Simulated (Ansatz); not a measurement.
# CH$_{4}$GeS: what the fields show

Input file:

```
crystal:
  periodic: [false, false, false]
  atoms:
    - symbol: C
      position_ang: [-0.532069, 2.156469, -0.184479]
    - symbol: Ge
      position_ang: [-1.276740, 0.326352, -0.474436]
    - symbol: S
      position_ang: [0.040523, -0.115287, -2.226964]
    - symbol: H
      position_ang: [-1.353020, 2.853567, 0.053588]
    - symbol: H
      position_ang: [0.108107, 2.110533, 0.715959]
    - symbol: H
      position_ang: [0.064937, 2.562934, -1.014685]
    - symbol: H
      position_ang: [-0.402820, -1.375391, -2.444194]
basis:
  gaussian:
    orbitals: def2-TZVPD
hamiltonian:
  xc: pbe0
output: {forces: true, orbitals: {seedname: orbitals}}
```

Launched as:

```sh
ansatz run input.yaml --threads 1 --pin off --max-ram 2610MiB --events-out events.jsonl --progress --plain --runs-dir runs
```

Geometry: r2SCAN-D4/def2-SVP.

All numbers below come from isolated molecule in a Gaussian basis; Kohn-Sham density functional theory, functional PBE0 in Ansatz 0.2.0.

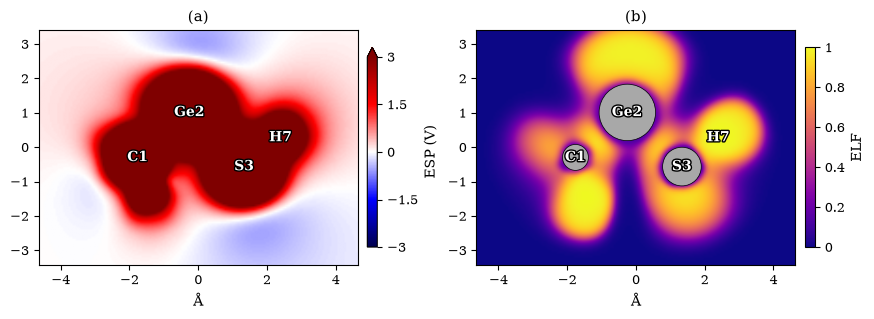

Figure 1. (a) electrostatic potential; (b) ELF on the plane of atoms C1, Ge2 and S3. Grey discs cover the atomic cores in the ELF map.

What does the map show?

Atoms in the plane: C, Ge, S and H. C–Ge (2.00 Å): the ELF peaks at about 0.90 in the valence shell of C, 0.7 Å from its nucleus, and is about 0.70 at the midpoint. Ge–S (2.24 Å): the ELF peaks at about 0.85 in the valence shell of S, 0.9 Å from its nucleus, and is about 0.75 at the midpoint. S–H (1.35 Å): the ELF climbs to about 1 towards the hydrogen, as it does in any bond to H. The ELF also peaks beside S3, away from the bonds: lone-pair regions. Outside the dense part of the molecule the potential is most negative (−0.5 V) near Ge2.

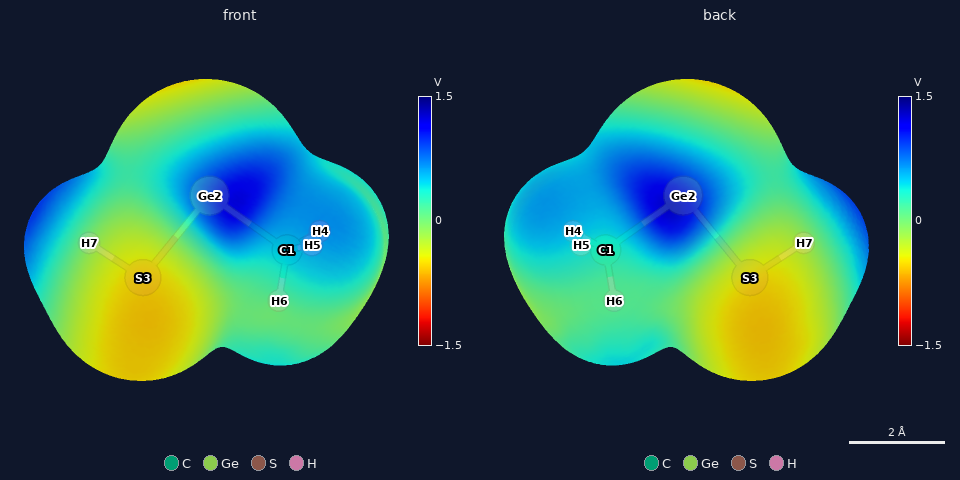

Figure 2. The electrostatic potential painted on the density surface at 0.001 e/bohr³, seen from the front and from behind; the colour scale runs from red (negative) to blue (positive).

Which sites attract a positive test charge, and which a negative one?

A positive charge is drawn to the negative regions and a negative charge to the positive ones. The most negative region (about −0.6 V, or −14 kcal/mol for a unit charge) lies over S3, the most positive (about +1.2 V, or +28 kcal/mol for a unit charge) over Ge2.

How polar is the molecule by this calculation?

Its dipole moment is 0.90 D.

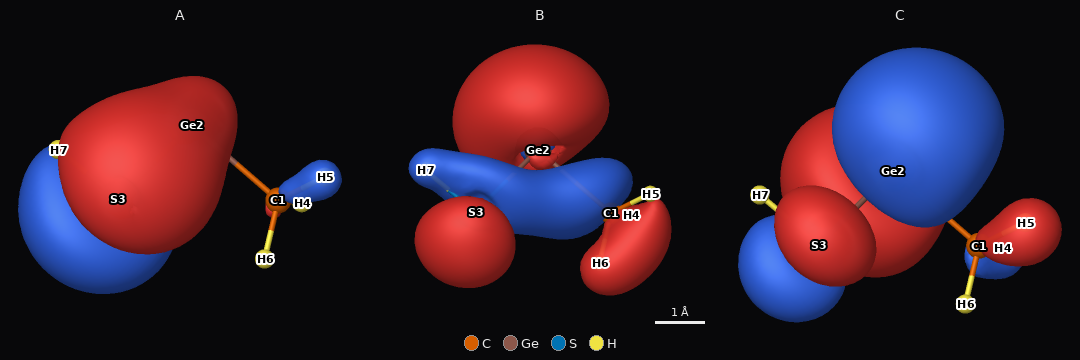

Figure 3. Three frontier orbitals at ±0.08 Å⁻³ᐟ² (blue and red are the two phases), in no order.

Which picture is the HOMO−1, the HOMO and the LUMO?

A is the HOMO−1 (−7.83 eV). By Hirshfeld shares it lies mainly on S3 (about 80 %) and Ge2 (about 15 %); largely a lone pair of S3. B is the HOMO (−6.67 eV). Its weight (Hirshfeld) is mainly on Ge2 (about 60 %), S3 (about 20 %) and C1 (about 15 %). C is the LUMO (−2.24 eV). By Hirshfeld shares it lies mainly on Ge2 (about 75 %) and S3 (about 15 %).

What is the HOMO–LUMO gap?

4.43 eV between the orbital energies.

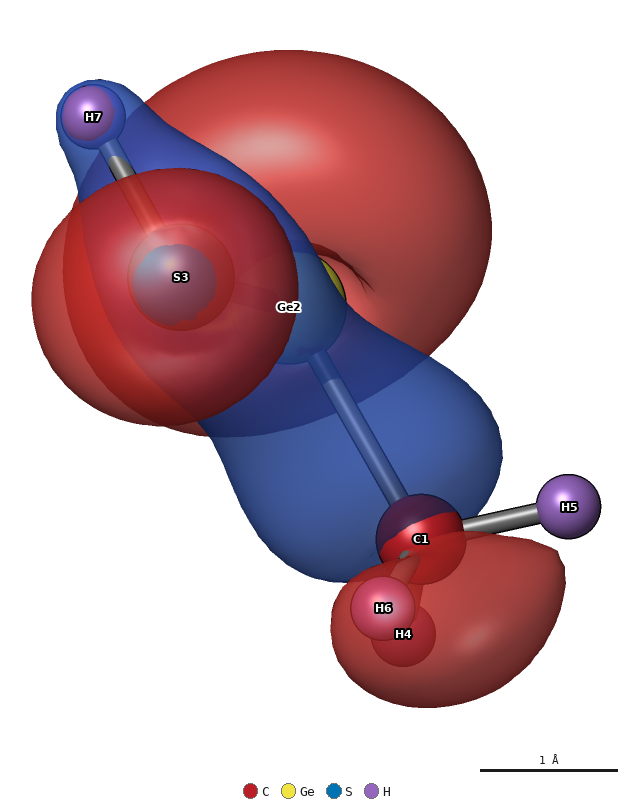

Figure 4. One frontier orbital at ±0.1 Å⁻³ᐟ² (blue and red are the two phases), seen at an oblique angle.

Which orbital is it: HOMO or LUMO?

The HOMO, at −6.67 eV. Its weight (Hirshfeld) is mainly on Ge2 (about 60 %), S3 (about 20 %) and C1 (about 15 %).
